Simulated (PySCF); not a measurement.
# C₃H₁₀OSi: electronic excitations at several levels of theory

How much do the electronic excitations of C₃H₁₀OSi (`CC(C)O[SiH3]`) depend on the level of theory, and what does each level cost?

Computed with PySCF 2.14.0, with density-fitted response routines of our own, on a single molecule in the gas phase. Atoms are numbered from 0 throughout.

## (1) The molecule as given

15 atoms, charge 0, multiplicity 1; geometry from: GFN2-xTB. The atoms were then displaced at random by about 0.01 Å, so the start is not that level's minimum.

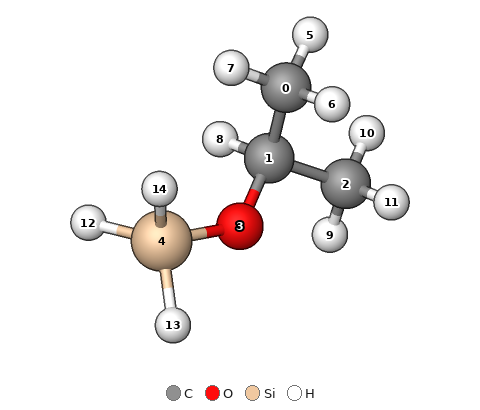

The starting geometry (carbon grey, oxygen red, silicon light orange, hydrogen white), atoms numbered.

## (2) Geometry optimisation at PBE0-D3(BJ)/def2-SVP

What the job is given:

```
{"job": {"xc": "PBE0", "basis": "def2-SVP", "d3": "d3bj", "grid": 1, "shake": 0.01, "kind": "geom"}, "charge": 0, "multiplicity": 1}
C     -0.707350     1.244000     0.450270
C     -0.330080    -0.200280     0.575550
C     -1.551310    -1.120150     0.414680
O      0.648150    -0.547600    -0.404850
Si     2.125930    -0.066100    -0.678690
H     -1.483160     1.525440     1.187370
H     -1.123070     1.447100    -0.546740
H      0.154930     1.914510     0.584320
H      0.126490    -0.346910     1.588360
H     -1.223600    -2.157440     0.529190
H     -2.282900    -0.899940     1.193670
H     -1.967220    -0.978920    -0.553770
H      2.936610    -0.221200     0.516040
H      2.462560    -0.953400    -1.749800
H      2.198680     1.343540    -1.055290
```

The run is started by

```
$ OMP_NUM_THREADS=1 python probes_run.py task.json out
```

The driver reads the jobs from task.json and runs them one after another.

The program printed:

```text
step   0  E = -484.48761477  max force = 0.073247
step   1  E = -484.49907388  max force = 0.012147
step   2  E = -484.49947359  max force = 0.003855
step   3  E = -484.49955780  max force = 0.001264
step   4  E = -484.49958991  max force = 0.001305
step   5  E = -484.49962251  max force = 0.001912
step   6  E = -484.49964659  max force = 0.001670
step   7  E = -484.49966373  max force = 0.000769
step   8  E = -484.49967296  max force = 0.000285
optimisation converged
```

It took 49 s on 1 thread of Arm Neoverse V2, shared host; peak memory 0.5 GiB.

Relaxation path:

```csv
step,energy from step 0 (eV),largest force component (eV/Å)
0,0.0000,3.7665
1,-0.3118,0.6246
2,-0.3227,0.1982
3,-0.3250,0.0650
4,-0.3259,0.0671
5,-0.3267,0.0983
6,-0.3274,0.0859
7,-0.3279,0.0395
8,-0.3281,0.0147
```

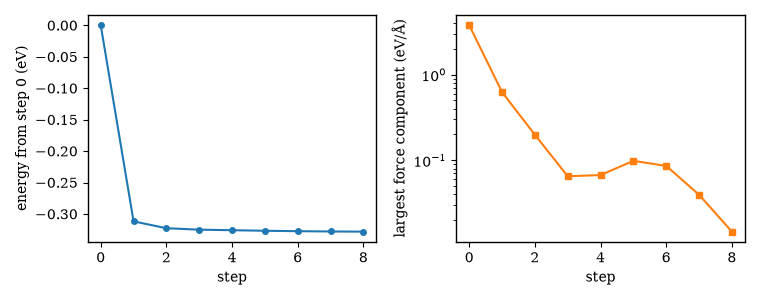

Energy and force, step by step.

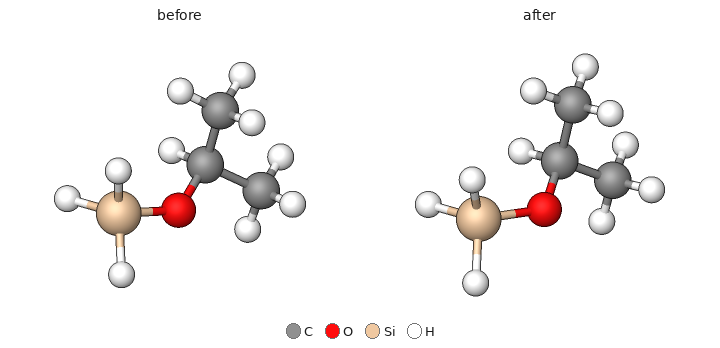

The geometry before (left) and after (right).

Distances of close pairs at the start and the end, largest changes first:

```csv
bond,before (Å),after (Å),change (Å)
O3–Si4,1.578,1.662,+0.084
Si4–H13,1.431,1.488,+0.057
Si4–H12,1.452,1.499,+0.047
C2–H11,1.063,1.101,+0.038
Si4–H14,1.461,1.497,+0.036
C1–C2,1.537,1.515,-0.022
C0–C1,1.498,1.520,+0.022
C1–O3,1.428,1.416,-0.011
```

The end geometry stands in the next job.

```csv
at the end point,value
point group (found at 0.08 Å tolerance),C1
"rotational constants (GHz, main isotopes)","7.369, 2.267, 1.880"
dipole moment (D),1.14
```

## (3) Excited states and response: PBE0/def2-SVP

What the job is given:

```
{"job": {"kind": "uv", "xc": "PBE0", "basis": "def2-SVP"}, "charge": 0, "multiplicity": 1}
C     -0.672133     1.327996     0.462214
C     -0.321688    -0.148566     0.541830
C     -1.549524    -1.035141     0.597400
O      0.440219    -0.543630    -0.584896
Si     2.051962    -0.218361    -0.827916
H     -1.274431     1.636677     1.329928
H     -1.249321     1.530115    -0.453481
H      0.233332     1.954201     0.439946
H      0.277797    -0.319363     1.459981
H     -1.253580    -2.093411     0.629334
H     -2.158074    -0.812231     1.486469
H     -2.167561    -0.879688    -0.300458
H      2.817071    -0.440308     0.441690
H      2.524282    -1.152799    -1.885528
H      2.292053     1.189202    -1.276595
```

With the program's defaults for keys left out, this is: TDDFT PBE0/def2-SVP, vertical, gas phase, core orbitals frozen in the response.

The program printed:

```text
coarse grid: 12168 points
cycle   1  E = -484.3311652148  dE =  2.110e-01  |g| = 6.558e-01  |ddm| = 3.537e+00
cycle   2  E = -484.1923681432  dE =  1.388e-01  |g| = 1.063e+00  |ddm| = 1.743e+00
cycle   3  E = -484.4176765631  dE = -2.253e-01  |g| = 1.002e-01  |ddm| = 1.213e+00
cycle   4  E = -484.4196406977  dE = -1.964e-03  |g| = 3.444e-02  |ddm| = 1.125e-01
cycle   5  E = -484.4199317581  dE = -2.911e-04  |g| = 3.430e-03  |ddm| = 3.409e-02
cycle   6  E = -484.4199343535  dE = -2.595e-06  |g| = 9.850e-04  |ddm| = 4.806e-03
final grid: 110480 points
cycle   7  E = -484.4899598298  dE = -1.737e-05  |g| = 9.722e-03  |ddm| = 2.696e-02
cycle   8  E = -484.4899420766  dE =  1.775e-05  |g| = 1.363e-02  |ddm| = 1.892e-02
cycle   9  E = -484.4899803581  dE = -3.828e-05  |g| = 1.294e-03  |ddm| = 1.129e-02
cycle  10  E = -484.4899807368  dE = -3.787e-07  |g| = 1.304e-04  |ddm| = 1.443e-03
cycle  11  E = -484.4899807404  dE = -3.569e-09  |g| = 4.036e-05  |ddm| = 1.803e-04
cycle  12  E = -484.4899807408  dE = -3.681e-10  |g| = 1.375e-05  |ddm| = 5.129e-05
converged SCF energy = -484.4899807408

Static polarisability (au): isotropic 60.630, principal 54.579 59.139 68.173

Singlet excitations
state   eV       nm        f      main configurations
  1   7.2164    171.8   0.00110   H->L 0.98
  2   7.9118    156.7   0.02367   H-1->L 0.96
  3   8.4074    147.5   0.00278   H->L+1 0.92
  4   8.8418    140.2   0.00981   H-2->L 0.72, H->L+2 0.21
  5   8.9346    138.8   0.02850   H->L+2 0.60, H-2->L 0.18
  6   9.1033    136.2   0.02818   H-1->L+1 0.75
  7   9.2450    134.1   0.05885   H->L+3 0.55, H-1->L+2 0.15, H->L+4 0.10
  8   9.2805    133.6   0.02484   H-3->L 0.67, H-1->L+1 0.09
  9   9.3874    132.1   0.04086   H->L+4 0.68, H->L+3 0.17
 10   9.5442    129.9   0.03775   H-1->L+2 0.40, H-1->L+3 0.38, H->L+3 0.10

Triplet excitations (Tamm-Dancoff, eV): 6.8629 7.4916 8.0943 8.2759
```

It took 14 s on 1 thread of Arm Neoverse V2, shared host; peak memory 0.66 GiB.

Frontier orbitals and where they lie:

```csv
orbital,eV,atoms
HOMO−3,-9.78,"Si4 28 %, H13 18 %, H14 14 %"
HOMO−2,-9.46,"Si4 27 %, H12 23 %, C1 10 %"
HOMO−1,-8.49,"O3 45 %, C1 11 %, C2 9 %"
HOMO,-7.91,"O3 53 %, H14 10 %, C0 9 %"
LUMO,0.85,"Si4 63 %, O3 7 %, H8 5 %"
LUMO+1,1.95,"Si4 42 %, H7 12 %, H13 8 %"
LUMO+2,2.31,"Si4 34 %, H13 11 %, H10 10 %"
```

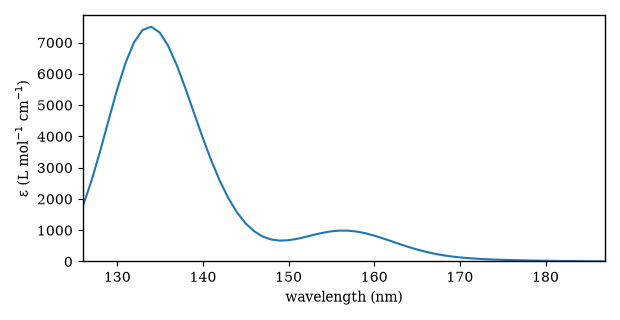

Absorption spectrum: each of the 10 states is a Gaussian band of 0.4 eV half-width at 1/e. Beyond the last state computed it falls off for lack of states.

Ground-state properties from the same run:

```csv
property,computed
dipole moment (D),1.14
polarisability (Å³),8.98
HOMO–LUMO gap (eV),8.76
−ε(HOMO) (eV),7.91
```

## (4) Excited states and response: PBE0/def2-TZVP

Same as in step 3 but for these lines:

```diff
@@ -1,2 +1,2 @@
-{"job": {"kind": "uv", "xc": "PBE0", "basis": "def2-SVP"}, "charge": 0, "multiplicity": 1}
+{"job": {"kind": "uv", "xc": "PBE0", "basis": "def2-TZVP"}, "charge": 0, "multiplicity": 1}
 C     -0.672133     1.327996     0.462214
```

With the program's defaults for keys left out, this is: TDDFT PBE0/def2-TZVP, vertical, gas phase, core orbitals frozen in the response.

The program printed:

```text
coarse grid: 12168 points
cycle   1  E = -484.7228347853  dE =  2.252e-01  |g| = 7.122e-01  |ddm| = 2.589e+00
cycle   2  E = -484.5515120733  dE =  1.713e-01  |g| = 1.184e+00  |ddm| = 1.442e+00
cycle   3  E = -484.8166665083  dE = -2.652e-01  |g| = 1.232e-01  |ddm| = 1.077e+00
cycle   4  E = -484.8194226638  dE = -2.756e-03  |g| = 4.196e-02  |ddm| = 9.129e-02
cycle   5  E = -484.8198227780  dE = -4.001e-04  |g| = 5.206e-03  |ddm| = 3.013e-02
cycle   6  E = -484.8198280941  dE = -5.316e-06  |g| = 1.462e-03  |ddm| = 5.193e-03
final grid: 110480 points
cycle   7  E = -484.8123910256  dE = -4.770e-05  |g| = 1.065e-02  |ddm| = 5.521e-02
cycle   8  E = -484.8123695157  dE =  2.151e-05  |g| = 1.509e-02  |ddm| = 1.450e-02
cycle   9  E = -484.8124133702  dE = -4.385e-05  |g| = 1.552e-03  |ddm| = 8.570e-03
cycle  10  E = -484.8124138400  dE = -4.698e-07  |g| = 2.691e-04  |ddm| = 1.264e-03
cycle  11  E = -484.8124138558  dE = -1.583e-08  |g| = 6.417e-05  |ddm| = 2.615e-04
cycle  12  E = -484.8124138567  dE = -8.466e-10  |g| = 2.242e-05  |ddm| = 5.751e-05
converged SCF energy = -484.8124138567

Static polarisability (au): isotropic 67.488, principal 60.752 65.859 75.854

Singlet excitations
state   eV       nm        f      main configurations
  1   6.9020    179.6   0.00193   H->L 0.98
  2   7.5857    163.4   0.02044   H-1->L 0.96
  3   8.0501    154.0   0.00068   H->L+1 0.86, H->L+2 0.10
  4   8.3575    148.4   0.02296   H->L+2 0.67, H-2->L 0.19
  5   8.4443    146.8   0.00746   H-2->L 0.71, H->L+2 0.16
  6   8.6493    143.3   0.01111   H->L+3 0.65, H->L+4 0.20
  7   8.7125    142.3   0.02978   H-1->L+1 0.71, H-3->L 0.13, H->L+3 0.08
  8   8.8224    140.5   0.05611   H-3->L 0.41, H->L+4 0.20, H-1->L+1 0.16
  9   8.8545    140.0   0.02646   H->L+4 0.53, H-3->L 0.28, H->L+3 0.09
 10   9.0112    137.6   0.00947   H-1->L+2 0.65, H-1->L+3 0.20

Triplet excitations (Tamm-Dancoff, eV): 6.5880 7.2076 7.7704 7.8997
```

Run time: 34 s. Hardware: 1 thread of Arm Neoverse V2, shared host; peak memory 0.89 GiB.

This run: HOMO -8.00 eV, LUMO 0.37 eV; lowest singlet 6.90 eV.

## (5) TDDFT and polarisability: PBE0/aug-cc-pVDZ

Same as in step 4 but for these lines:

```diff
@@ -1,2 +1,2 @@
-{"job": {"kind": "uv", "xc": "PBE0", "basis": "def2-TZVP"}, "charge": 0, "multiplicity": 1}
+{"job": {"kind": "uv", "xc": "PBE0", "basis": "aug-cc-pVDZ"}, "charge": 0, "multiplicity": 1}
 C     -0.672133     1.327996     0.462214
```

Method: TDDFT PBE0/aug-cc-pVDZ, vertical, gas phase, core orbitals frozen in the response.

The program printed:

```text
coarse grid: 12168 points
cycle   1  E = -484.6379321237  dE =  2.740e-01  |g| = 6.701e-01  |ddm| = 8.964e+00
cycle   2  E = -484.4701671903  dE =  1.678e-01  |g| = 1.134e+00  |ddm| = 2.675e+00
cycle   3  E = -484.7274153549  dE = -2.572e-01  |g| = 1.157e-01  |ddm| = 1.667e+00
cycle   4  E = -484.7301005907  dE = -2.685e-03  |g| = 3.602e-02  |ddm| = 2.818e-01
cycle   5  E = -484.7304176553  dE = -3.171e-04  |g| = 4.224e-03  |ddm| = 9.185e-02
cycle   6  E = -484.7304217509  dE = -4.096e-06  |g| = 1.410e-03  |ddm| = 1.163e-02
final grid: 110480 points
cycle   7  E = -484.7405486780  dE = -1.932e-05  |g| = 1.007e-02  |ddm| = 1.885e-01
cycle   8  E = -484.7405299869  dE =  1.869e-05  |g| = 1.396e-02  |ddm| = 4.589e-02
cycle   9  E = -484.7405711995  dE = -4.121e-05  |g| = 1.443e-03  |ddm| = 2.260e-02
cycle  10  E = -484.7405716501  dE = -4.506e-07  |g| = 1.787e-04  |ddm| = 2.588e-03
cycle  11  E = -484.7405716569  dE = -6.811e-09  |g| = 5.599e-05  |ddm| = 4.492e-04
cycle  12  E = -484.7405716577  dE = -7.253e-10  |g| = 1.754e-05  |ddm| = 1.715e-04
converged SCF energy = -484.7405716577

Static polarisability (au): isotropic 71.517, principal 64.348 69.748 80.454

Singlet excitations
state   eV       nm        f      main configurations
  1   6.6581    186.2   0.00280   H->L 0.74, H->L+1 0.15
  2   7.0850    175.0   0.01464   H->L+1 0.75, H->L 0.20
  3   7.3406    168.9   0.02490   H-1->L 0.80, H-1->L+1 0.11
  4   7.5105    165.1   0.02780   H->L+2 0.63, H->L+4 0.14, H->L+3 0.10
  5   7.5513    164.2   0.00932   H->L+4 0.76, H->L+2 0.12
  6   7.5631    163.9   0.01352   H->L+3 0.78, H->L+2 0.14
  7   7.7707    159.6   0.01045   H-1->L+1 0.69, H-1->L 0.15
  8   7.9238    156.5   0.02014   H->L+5 0.49, H->L+7 0.17, H->L+6 0.15
  9   8.0121    154.7   0.01456   H->L+6 0.48, H->L+5 0.30
 10   8.1083    152.9   0.04398   H-1->L+2 0.56, H-1->L+3 0.12, H-2->L 0.11

Triplet excitations (Tamm-Dancoff, eV): 6.4058 6.9179 7.0571 7.3652
```

Run time: 32 s. Hardware: 1 thread of Arm Neoverse V2, shared host; peak memory 0.86 GiB.

Key values: HOMO -7.94 eV, LUMO -0.11 eV; lowest singlet 6.66 eV.

## (6) Excited states and response: PBE0/def2-TZVPD

Same as in step 5 but for these lines:

```diff
@@ -1,2 +1,2 @@
-{"job": {"kind": "uv", "xc": "PBE0", "basis": "aug-cc-pVDZ"}, "charge": 0, "multiplicity": 1}
+{"job": {"kind": "uv", "xc": "PBE0", "basis": "def2-TZVPD"}, "charge": 0, "multiplicity": 1}
 C     -0.672133     1.327996     0.462214
```

With the program's defaults for keys left out, this is: TDDFT PBE0/def2-TZVPD, vertical, gas phase, core orbitals frozen in the response.

The program printed:

```text
coarse grid: 12168 points
cycle   1  E = -484.7240027529  dE =  2.253e-01  |g| = 7.115e-01  |ddm| = 3.382e+00
cycle   2  E = -484.5464732404  dE =  1.775e-01  |g| = 1.195e+00  |ddm| = 1.580e+00
cycle   3  E = -484.8175780835  dE = -2.711e-01  |g| = 1.261e-01  |ddm| = 9.242e-01
cycle   4  E = -484.8204785443  dE = -2.900e-03  |g| = 4.255e-02  |ddm| = 1.496e-01
cycle   5  E = -484.8208897204  dE = -4.112e-04  |g| = 5.295e-03  |ddm| = 5.650e-02
cycle   6  E = -484.8208951625  dE = -5.442e-06  |g| = 1.463e-03  |ddm| = 1.063e-02
final grid: 110480 points
cycle   7  E = -484.8134749935  dE = -5.224e-05  |g| = 1.070e-02  |ddm| = 2.676e-01
cycle   8  E = -484.8134530672  dE =  2.193e-05  |g| = 1.521e-02  |ddm| = 2.909e-02
cycle   9  E = -484.8134975490  dE = -4.448e-05  |g| = 1.589e-03  |ddm| = 1.390e-02
cycle  10  E = -484.8134980421  dE = -4.931e-07  |g| = 2.796e-04  |ddm| = 1.713e-03
cycle  11  E = -484.8134980592  dE = -1.709e-08  |g| = 6.763e-05  |ddm| = 6.582e-04
cycle  12  E = -484.8134980601  dE = -9.452e-10  |g| = 2.341e-05  |ddm| = 1.518e-04
converged SCF energy = -484.8134980601

Static polarisability (au): isotropic 70.956, principal 63.889 69.281 79.697

Singlet excitations
state   eV       nm        f      main configurations
  1   6.7594    183.4   0.00239   H->L 0.92
  2   7.3640    168.4   0.01235   H->L+1 0.92
  3   7.4204    167.1   0.02251   H-1->L 0.93
  4   7.8044    158.9   0.01108   H->L+3 0.75, H->L+6 0.10
  5   7.9049    156.8   0.02728   H->L+2 0.81
  6   7.9859    155.3   0.01699   H-1->L+1 0.74, H->L+4 0.08
  7   8.1160    152.8   0.01584   H->L+4 0.80, H-1->L+1 0.08
  8   8.2394    150.5   0.00232   H->L+5 0.44, H-2->L 0.41
  9   8.3118    149.2   0.03215   H->L+5 0.44, H-2->L 0.38
 10   8.3947    147.7   0.03435   H->L+6 0.80, H->L+3 0.11

Triplet excitations (Tamm-Dancoff, eV): 6.4789 7.0859 7.1872 7.5388
```

It took 52 s on 1 thread of Arm Neoverse V2, shared host; peak memory 1.1 GiB.

This run: HOMO -8.02 eV, LUMO 0.09 eV; lowest singlet 6.76 eV.

## (7) Excited states and response: PBE0/6-31+G*

Same as in step 6 but for these lines:

```diff
@@ -1,2 +1,2 @@
-{"job": {"kind": "uv", "xc": "PBE0", "basis": "def2-TZVPD"}, "charge": 0, "multiplicity": 1}
+{"job": {"kind": "uv", "xc": "PBE0", "basis": "6-31+G*"}, "charge": 0, "multiplicity": 1}
 C     -0.672133     1.327996     0.462214
```

Level: TDDFT PBE0/6-31+G*, vertical, gas phase, core orbitals frozen in the response.

The program printed:

```text
coarse grid: 12168 points
cycle   1  E = -484.6677835440  dE =  2.457e-01  |g| = 6.573e-01  |ddm| = 3.336e+00
cycle   2  E = -484.5149730399  dE =  1.528e-01  |g| = 1.093e+00  |ddm| = 2.236e+00
cycle   3  E = -484.7558906968  dE = -2.409e-01  |g| = 1.111e-01  |ddm| = 1.759e+00
cycle   4  E = -484.7583771392  dE = -2.486e-03  |g| = 3.338e-02  |ddm| = 1.339e-01
cycle   5  E = -484.7586522122  dE = -2.751e-04  |g| = 3.711e-03  |ddm| = 4.557e-02
cycle   6  E = -484.7586551274  dE = -2.915e-06  |g| = 1.326e-03  |ddm| = 8.103e-03
final grid: 110480 points
cycle   7  E = -484.7074752812  dE = -1.238e-05  |g| = 9.952e-03  |ddm| = 4.978e-02
cycle   8  E = -484.7074573640  dE =  1.792e-05  |g| = 1.378e-02  |ddm| = 2.428e-02
cycle   9  E = -484.7074975898  dE = -4.023e-05  |g| = 1.432e-03  |ddm| = 1.450e-02
cycle  10  E = -484.7074980397  dE = -4.499e-07  |g| = 1.287e-04  |ddm| = 1.843e-03
cycle  11  E = -484.7074980430  dE = -3.340e-09  |g| = 4.140e-05  |ddm| = 2.845e-04
cycle  12  E = -484.7074980434  dE = -3.721e-10  |g| = 1.481e-05  |ddm| = 6.892e-05
converged SCF energy = -484.7074980434

Static polarisability (au): isotropic 63.829, principal 58.075 62.287 71.124

Singlet excitations
state   eV       nm        f      main configurations
  1   6.7630    183.3   0.00252   H->L 0.94
  2   7.3593    168.5   0.02099   H->L+1 0.95
  3   7.4464    166.5   0.02545   H-1->L 0.95
  4   7.9539    155.9   0.02341   H->L+3 0.64, H-1->L+1 0.16, H->L+4 0.10
  5   7.9675    155.6   0.02251   H->L+2 0.66, H->L+4 0.14, H-1->L+1 0.08
  6   8.0488    154.0   0.01570   H-1->L+1 0.67, H->L+2 0.17, H->L+3 0.09
  7   8.0603    153.8   0.02546   H->L+4 0.70, H->L+3 0.16
  8   8.3654    148.2   0.01244   H-2->L 0.81
  9   8.4238    147.2   0.02507   H->L+5 0.46, H->L+7 0.28, H->L+6 0.12
 10   8.5736    144.6   0.01074   H-1->L+2 0.43, H-1->L+3 0.22, H-1->L+4 0.10

Triplet excitations (Tamm-Dancoff, eV): 6.5130 7.1478 7.1805 7.7472
```

Wall time 13 s (1 thread of Arm Neoverse V2, shared host); peak memory 0.66 GiB.

Key values: HOMO -7.98 eV, LUMO 0.12 eV; lowest singlet 6.76 eV.

## (8) Run by run: electronic excitations

Excitations and ground-state properties, with basis size and wall time:

```csv
run,lowest singlet (eV),brightest (eV),f,gap (eV),α (Å³),μ (D),functions,time
PBE0/def2-SVP,7.22,9.24,0.059,8.76,8.98,1.14,124,14 s
PBE0/def2-TZVP,6.90,8.82,0.056,8.37,10.00,1.13,221,34 s
PBE0/aug-cc-pVDZ,6.66,8.11,0.044,7.83,10.60,1.12,209,32 s
PBE0/def2-TZVPD,6.76,8.39,0.034,8.11,10.51,1.15,284,52 s
PBE0/6-31+G*,6.76,8.06,0.025,8.10,9.46,1.21,114,13 s
```

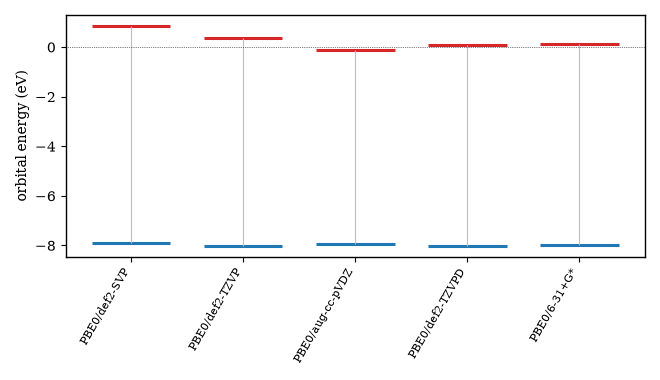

HOMO (blue) and LUMO (red) run by run.

## (9) Outcome

| quantity | value |
| --- | --- |
| point group | C1 |
| rotational constants (main isotopes) | 7.37, 2.27, 1.88 GHz |
| lowest singlet (PBE0/def2-SVP) | 7.22 eV (172 nm), f = 0.001 |
| brightest single state of those computed | state 7, 9.24 eV, f = 0.059 |
| lowest triplet | 6.86 eV |
| range of the lowest singlet | 6.66 to 7.22 eV |

**Reading.** Single values in the summary come from the first run of each kind that ended normally (PBE0/def2-SVP), which need not be the best level. Over 8 steps the energy fell by 0.328 eV; of the close pairs, O3–Si4 changed most, 1.578 to 1.662 Å. The first singlet state (HOMO→LUMO 0.98) lies at 7.22 eV and is weak; of the 10 states computed, the strongest absorption comes from state 7 at 9.24 eV (the last state computed is bright too, and its partners may lie past the list). The lowest triplet lies 0.35 eV below the lowest singlet (triplets in Tamm-Dancoff, singlets in full TDDFT). States above −ε(HOMO) lie where TDDFT describes them poorly and they hang on the basis; the brightest is among them. The basis of PBE0/def2-SVP has no diffuse functions, so Rydberg states are missing and the high states are unreliable. The lowest singlet runs from 6.66 eV (PBE0/aug-cc-pVDZ) to 7.22 eV (PBE0/def2-SVP), while the orbital gap spans 7.83 to 8.76 eV. The lowest state need not be the same one in every run.
